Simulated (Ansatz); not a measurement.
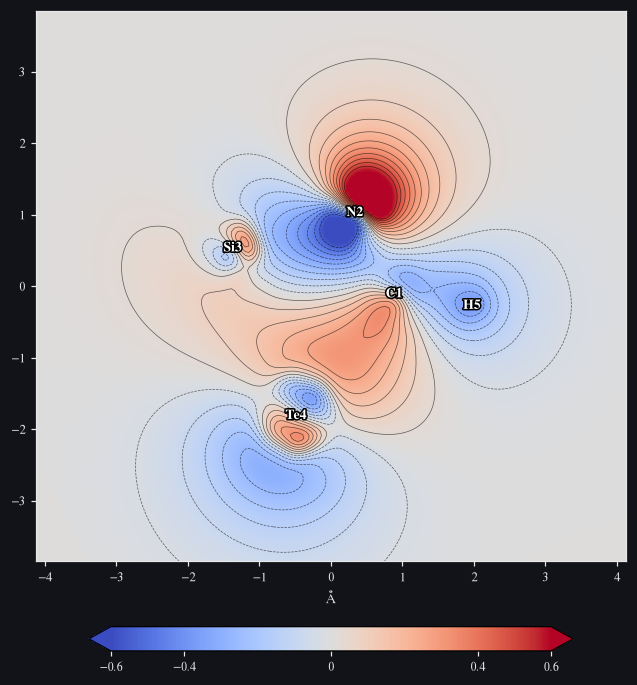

*CH3NSiTe. The HOMO−1 on the plane of atoms Te4, C1 and H5 (values in Å⁻³ᐟ²; the overall sign is arbitrary).*

Geometry: PBE0-D4/def2-TZVP; core potentials replace the inner electrons of Te.

Method: RKS PBE0-D4/def2-TZVPP in Ansatz 0.2.0.

Input file:

```
crystal:
  periodic: [false, false, false]
  atoms:
    - {symbol: C, position_ang: [-0.779129, -0.346312, -1.013499]}
    - {symbol: N, position_ang: [0.482817, -0.263038, -0.985963]}
    - {symbol: Si, position_ang: [0.714541, 0.232732, 0.690110]}
    - {symbol: Te, position_ang: [-1.787169, 0.130411, 0.853966]}
    - {symbol: H, position_ang: [-1.364194, -0.633940, -1.892558]}
    - {symbol: H, position_ang: [1.327221, 1.576434, 0.814466]}
    - {symbol: H, position_ang: [1.467115, -0.764287, 1.487578]}
basis:
  gaussian: {orbitals: def2-TZVPP}
hamiltonian: {xc: pbe0, dispersion: d4}
output: {orbitals: {seedname: orbitals}}
```

Launched as:

```sh
ansatz run in.yaml --threads 2 --pin off --events-out ev --progress --plain --max-ram 4352MiB
```

> Where does this orbital lie, and at what energy?

By Hirshfeld shares it lies mainly on N2 (about 45 %), Te4 (about 30 %), C1 (about 10 %) and Si3 (about 10 %). Its energy is −7.14 eV.
